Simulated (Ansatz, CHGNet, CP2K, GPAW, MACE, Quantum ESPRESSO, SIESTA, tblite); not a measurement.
# Random packing of Na51Sb49 (at. %) (68 atoms) in tblite

Wanted: tblite inputs and outputs for random packing of Na51Sb49 (at. %) (68 atoms), checked against a plane-wave reference.

Program: tblite 0.8.0. Level of theory: the method is named at each step. Results are calculated unless marked as measured.

## (1) The structure

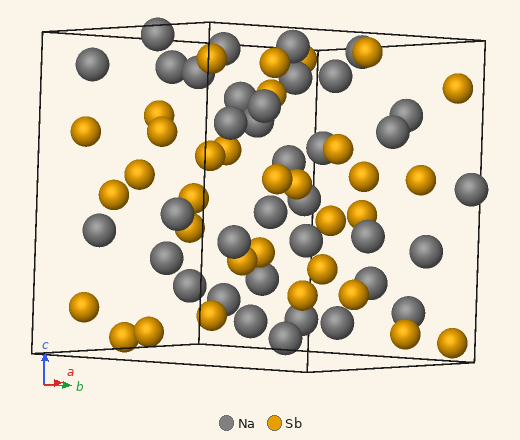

The starting structure, seen slightly off an axis (sodium grey, antimony orange). Some periodic images of atoms are drawn too.

The cell holds 68 atoms: 35 Na and 33 Sb. Its edges and angles: a = 12.652 Å, b = 12.652 Å, c = 12.652 Å, α = 90.0°, β = 90.0°, γ = 90.0°. 68 atoms (35 Na, 33 Sb) packed at random in a cube at 3.95 g/cm³ and pushed apart as soft spheres; a start for melting by ab initio MD, not an equilibrated structure. Then every atom was moved at random, 0.03 Å r.m.s. a Cartesian component.

The yardstick, on the same geometry:

| Item | Value |
| --- | --- |
| method | Kohn-Sham DFT, PBE, SSSP efficiency 1.3.0 pseudopotentials, plane waves (Quantum ESPRESSO 7.5); sssp-pbe-1.3.0-efficiency, cutoffs 45/360 Ry, Γ point |
| r.m.s. force component | 0.7296 eV/Å |
| longest force | 3.357 eV/Å |
| pressure | 4.48 GPa |
| time | 6.8 min on 4 MPI ranks of Arm Neoverse V1, shared host |
| CPU time | 27 min |

## (2) GFN1-xTB

Method: GFN1-xTB tight binding, diagonalisation.

Input file run.py:

```python
import numpy as np
from ase.io import read
from tblite.ase import TBLite

atoms = read("structure.xyz")
atoms.calc = TBLite(method="GFN1-xTB", electronic_temperature=580, accuracy=1.0, max_iterations=250, mixer_damping=0.1, verbosity=1)
energy = atoms.get_potential_energy()
forces = atoms.get_forces()
print(f"energy {energy:.6f} eV")
print("forces (eV/A)")
for i, (a, f) in enumerate(zip(atoms, forces)):
    print(f"{i:4d} {a.symbol:2s} {f[0]:10.5f} {f[1]:10.5f} {f[2]:10.5f}")
stress = -atoms.get_stress(voigt=False) * 160.21766
print("stress (GPa, compression positive)")
for row in stress:
    print(" ".join(f"{x:10.4f}" for x in row))
print("charges (e)")
print(np.array2string(atoms.get_charges(), precision=4, suppress_small=True, max_line_width=110, threshold=100000))
```

Input file structure.xyz:

```xyz
68
Lattice="12.65230 0.00000 0.00000 0.00000 12.65230 0.00000 0.00000 0.00000 12.65230" Properties=species:S:1:pos:R:3 pbc="T T T"
Na 7.55469 0.71359 12.36535
Na 11.62202 1.73779 8.82194
Na 11.46260 8.30054 4.74221
Na 1.87393 1.20602 11.38505
Na 9.13724 6.08386 0.67905
Na 7.31290 6.30742 5.70948
Na 8.29700 11.77954 9.79389
Na 12.63408 12.26058 6.77948
Na 6.39232 7.63288 12.32435
Na 1.21437 9.71254 3.46496
Na 4.10732 9.82160 1.79789
Na 10.94690 9.59184 8.93872
Na 8.87508 11.83420 2.02007
Na 6.53365 3.25607 11.05356
Na 3.48330 3.88818 11.38985
Na 11.64935 2.06410 4.16084
Na 4.81913 7.06846 9.41989
Na 1.93504 10.31820 8.07723
Na 6.00605 2.40710 3.71370
Na 10.09869 4.17197 9.67496
Na 2.65471 6.72040 12.29348
Na 3.94613 9.27603 11.26232
Na 0.97005 8.59104 10.50052
Na 10.91590 11.32330 4.33607
Na 8.25575 8.04307 8.29928
Na 5.99896 11.79953 3.26986
Na 3.76419 0.63717 4.77245
Na 8.93252 1.06823 5.28094
Na 10.90363 3.39271 1.13694
Na 12.05207 6.67750 1.23132
Na 10.88110 6.91587 10.98080
Na 4.23877 12.11508 12.43316
Na 11.86406 5.23552 4.38681
Na 5.22426 5.55879 2.28323
Na 2.21023 5.80247 2.93862
Sb 0.91033 6.63461 6.46444
Sb 5.59687 1.28408 6.94877
Sb 3.56428 8.13467 4.34455
Sb 8.95758 9.50618 5.72656
Sb 4.76410 10.61541 5.69619
Sb 11.69908 12.04790 10.77154
Sb 12.37155 9.61423 0.94728
Sb 8.52335 2.72417 7.68146
Sb 0.99080 12.58803 4.01748
Sb 4.44551 2.94546 8.76842
Sb 10.20180 4.81547 6.83629
Sb 10.17789 1.64758 11.38821
Sb 7.72474 5.91077 10.29695
Sb 9.44545 8.96061 2.54615
Sb 8.19198 9.96584 12.18214
Sb 2.10382 1.05533 1.82750
Sb 1.50752 11.01066 12.17101
Sb 11.60874 12.24186 0.77331
Sb 12.38711 3.20394 11.24929
Sb 9.69925 11.70439 7.20789
Sb 9.28363 3.89185 3.62084
[... 8 atom lines left out ...]
Sb 0.78710 3.04756 6.39624
Sb 6.60754 8.32686 2.56994
Sb 5.21047 2.18062 0.83012
Sb 2.87637 0.39943 8.67252
```

The run is started by

```bash
$ OMP_NUM_THREADS=1 python run.py > output.txt
```

What it wrote:

```text
------------------------------------------------------------
  cycle        total energy    energy error   density error
------------------------------------------------------------
      1     -93.52828900813  -9.3325065E+01   4.4335935E-01
      2     -93.51936697846   8.9220297E-03   3.8058548E-01
      3     -93.67734631775  -1.5797934E-01   3.5116428E-01
      4     -93.53431749636   1.4302882E-01   2.3075294E-01
      5     -94.36272785995  -8.2841036E-01   8.1876560E-02
      6     -94.59351868584  -2.3079083E-01   4.2973457E-02
      7     -94.63000501719  -3.6486331E-02   3.0943073E-02
      8     -94.63416779232  -4.1627751E-03   2.0982381E-02
      9     -94.64007331926  -5.9055269E-03   9.0685243E-03
     10     -94.64149877439  -1.4254551E-03   5.6097028E-03
     11     -94.64173033399  -2.3155960E-04   4.8307782E-03
     12     -94.64189394527  -1.6361128E-04   2.9487346E-03
     13     -94.64193532577  -4.1380500E-05   1.8400803E-03
     14     -94.64195716898  -2.1843201E-05   1.3335347E-03
     15     -94.64195510340   2.0655768E-06   9.1285078E-04
     16     -94.64196642810  -1.1324701E-05   3.7973107E-04
     17     -94.64197183507  -5.4069718E-06   1.5606106E-04
     18     -94.64197205618  -2.2110586E-07   1.2146276E-04
     19     -94.64197208090  -2.4723946E-08   6.3227606E-05
     20     -94.64197218343  -1.0252651E-07   2.3328666E-05
     21     -94.64197219569  -1.2266156E-08   1.3646388E-05
------------------------------------------------------------
 total:                                   3.903 sec
energy -2575.339240 eV
forces (eV/A)
   0 Na    0.08025   -0.24040    0.11946
   1 Na    0.13099    0.04449   -0.68989
   2 Na    0.04100   -0.37892    0.31029
   3 Na   -0.33001   -0.13554   -0.03463
   4 Na   -0.53516    0.24550    0.33310
   5 Na    0.09057   -0.22719   -0.37389
   6 Na    0.22245    0.23023    0.09045
   7 Na    0.44403    0.46792    0.32320
   8 Na    0.08909   -0.05029    0.04600
   9 Na    0.15885    0.02629    0.06208
  10 Na   -0.17522   -0.11406    0.20637
  11 Na   -0.11910    0.31622    0.02510
  12 Na    0.10651   -0.17365   -0.22402
  13 Na    0.26176    0.15384   -0.50984
  14 Na   -0.17387   -0.13268   -0.00904
  15 Na    0.15578    0.13478   -0.04836
  16 Na    0.05079   -0.32958   -0.25346
  17 Na    0.42233   -0.23035   -0.29775
  18 Na    0.25443    0.12935    0.38711
  19 Na   -0.04831    0.31732    0.01879
  20 Na   -0.18864   -0.37727    0.05485
  21 Na    0.12877    0.35742   -0.21741
  22 Na   -0.34069   -0.09767   -0.13007
  23 Na   -0.11903   -0.04297   -0.44286
[...]
60 Sb    2.07478    0.42280   -0.68122
  61 Sb    0.24987    1.05310    1.00544
  62 Sb   -0.06822    0.32750   -1.17052
  63 Sb    2.71726    1.84916    1.41043
  64 Sb   -0.25495    0.73971    0.63239
  65 Sb    0.27734    0.22108    0.09323
  66 Sb   -0.49922   -0.22640    0.68912
  67 Sb    0.17680    0.54467   -0.79451
stress (GPa, compression positive)
   -2.2380     0.5713     0.0415
    0.5713    -1.2100    -0.1396
    0.0415    -0.1396    -1.8996
charges (e)
[ 0.1864  0.2317  0.169   0.2183  0.1751  0.2421  0.1763  0.2015  0.1224  0.1689  0.1549  0.1716  0.1576
  0.2116  0.196   0.2058  0.1516  0.1532  0.2213  0.2186  0.0927  0.0739  0.1263  0.189   0.2059  0.1801
  0.2058  0.1717  0.2086  0.1213  0.1964  0.1604  0.1663  0.1884  0.1448 -0.1669 -0.0978 -0.2043 -0.1761
 -0.1376 -0.1412 -0.1987 -0.1592 -0.2644 -0.1211 -0.1341 -0.186  -0.3173 -0.2083 -0.2963 -0.1251 -0.194
 -0.0741 -0.1651 -0.2516 -0.2621 -0.2161 -0.1961 -0.1568 -0.1374 -0.1056 -0.2179 -0.2443 -0.0788 -0.1921
 -0.2362 -0.2858 -0.2175]
```

Run time: 4.5 s. Hardware: 1 thread of Arm Neoverse V1, shared host; peak memory 0.15 GiB.

Banners, paths, timers and routine set-up lines are dropped from the logs unmarked, and long logs keep their key lines alone; longer cuts are marked.

Numbers from this run, and their distance from the reference:

| Item | Value |
| --- | --- |
| r.m.s. force component | 0.6596 eV/Å |
| r.m.s. difference of force components | 298.7 meV/Å |
| longest difference of force vectors | 1629 meV/Å |
| force difference over r.m.s. force | 40.94 % |
| slope of forces against the reference's | 0.8249 |
| correlation of force components | 0.9124 |
| pressure | -1.782 GPa |
| pressure difference | -6.262 GPa |

Length of the force difference by element (eV/Å):

```csv
element,atoms,mean,most
Na,35,0.31,0.54
Sb,33,0.59,1.6
```

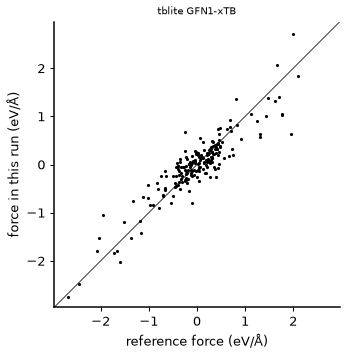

Force components against those of the reference; the line marks equality.

The surroundings of Na10, picked at random, nearest first, numbered as they follow in the input and with coordinates relative to it.

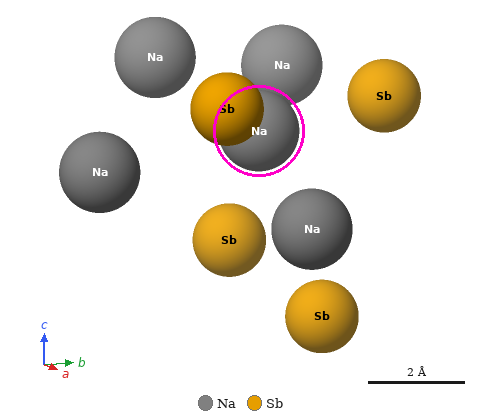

The atoms of the table, within 4.2 Å (arrows a, b, c point along x, y, z); some may hide others; the central atom is ringed.

```csv
atom,x,y,z,distance (Å),Mulliken charge (e),Fx,Fy,Fz (eV/Å)
Na10,0.00,0.00,0.00,0.00,0.17,0.16,0.03,0.06
Sb42,-1.50,-0.10,-2.52,2.93,-0.20,-0.91,-1.05,0.93
Sb44,-0.22,2.88,0.55,2.94,-0.26,0.04,0.02,0.19
Sb38,2.35,-1.58,0.88,2.96,-0.20,1.36,-0.14,0.73
Na3,-2.40,-1.41,1.28,3.07,0.17,0.04,-0.38,0.31
Na11,2.89,0.11,-1.67,3.34,0.15,-0.18,-0.11,0.21
Na24,-2.95,1.61,0.87,3.47,0.19,-0.12,-0.04,-0.44
Na35,1.00,-3.91,-0.53,4.07,0.14,0.01,-0.36,0.49
Sb52,0.29,1.30,-3.95,4.16,-0.19,0.63,0.68,-0.49
```

Atoms are counted from 1 here, from 0 in the log.

Forces lie 41 % from the reference's, at 0.0028 times its CPU time (on 1 against 4 cores).

## (3) Results

| Property | Result |
| --- | --- |
| force difference from the reference | tblite GFN1-xTB, 41 % |
| its CPU time | 4.5 s |

**Reading.** Tight binding differs by 41 % (tblite GFN1-xTB); it is another model, with fitted parameters of its own, and the xTB methods hold dispersion. One electronic-structure run takes under half the reference's CPU time: tblite GFN1-xTB, at 41 % in 4.5 s against 27 min; its pressure misses by -6.3 GPa. Periodic xTB results under one method name differ between programs and library versions. The reference's pressure holds the uncorrected Pulay stress of its 45 Ry basis, so small pressure differences, and their order, may be the reference's own error. The reference's pressure of 4.5 GPa belongs to a cell and atoms that aren't relaxed at this level. The electronic-structure runs sample only Γ, in a cell whose shortest periodic width is 13 Å, which is coarse for a cell with partly filled levels. Spin–orbit coupling is left out, which matters for the levels of the heavy elements.

[Also dropped from logs without a mark: logging warnings of Python, and SIESTA's first energy breakdown and zero terms.]

[Logs are printed without paths, hosts, clocks, repeated set-up lines and the standing remarks that a program may print on its own settings, such as how far it seeks lower states.]

[Hosts, paths, dates, database ids (printed as entryN), source tags and the programs' standing remarks are cut or masked in the printed files.]
